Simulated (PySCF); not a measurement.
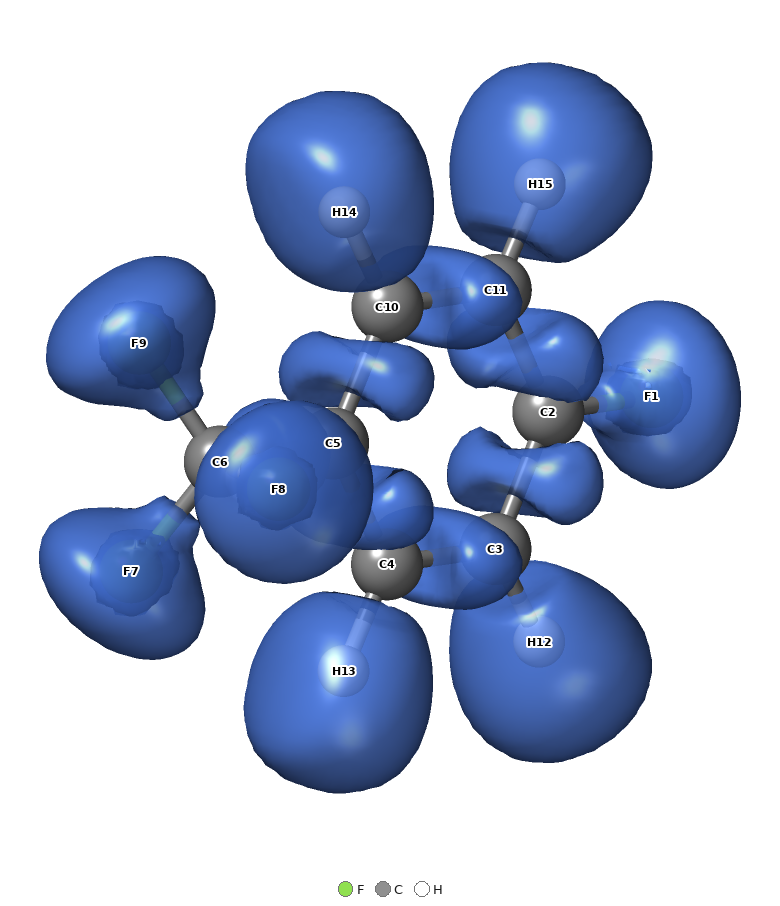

*C7H4F4 (SMILES Fc1ccc(C(F)(F)F)cc1). Isosurface of the electron localisation function at 0.75 (blue), seen at an oblique angle. Only the valence region is drawn (cores and ρ < 0.01 e/Å³ removed).*

Geometry: PBE0-D3(BJ)/def2-SVP.

Level of theory: PBE0/pcSseg-1, SCF density, gas phase, non-relativistic in PySCF.

```yaml
atoms:
  - { symbol: F, position_ang: [3.3249, -0.1011, -0.6441] }
  - { symbol: C, position_ang: [2.0220, -0.0623, -0.3880] }
  - { symbol: C, position_ang: [1.3841, 1.1708, -0.3066] }
  - { symbol: C, position_ang: [0.0206, 1.2054, -0.0347] }
  - { symbol: C, position_ang: [-0.6893, 0.0175, 0.1513] }
  - { symbol: C, position_ang: [-2.1711, 0.0632, 0.3961] }
  - { symbol: F, position_ang: [-2.5213, 1.1512, 1.0892] }
  - { symbol: F, position_ang: [-2.8607, 0.0940, -0.7513] }
  - { symbol: F, position_ang: [-2.5933, -1.0066, 1.0767] }
  - { symbol: C, position_ang: [-0.0302, -1.2101, 0.0684] }
  - { symbol: C, position_ang: [1.3334, -1.2556, -0.2025] }
  - { symbol: H, position_ang: [1.9625, 2.0846, -0.4523] }
  - { symbol: H, position_ang: [-0.4953, 2.1644, 0.0419] }
  - { symbol: H, position_ang: [-0.5860, -2.1362, 0.2249] }
  - { symbol: H, position_ang: [1.8735, -2.2014, -0.2685] }
```

What do the ELF domains correspond to?

Answer. At this value the surface marks out seven regions between bonded C–C atoms (shared pairs), four regions around hydrogen nuclei and four regions on F in which the atom's valence shell and bonds are merged. Along the contacts the grid gives the following. C–F (1.33 Å): the ELF peaks at about 0.85 between the atoms, as expected for a shared but strongly polarised pair. C–C (1.39 Å): the ELF peaks at about 0.95 between the atoms: localised, covalent bonding.
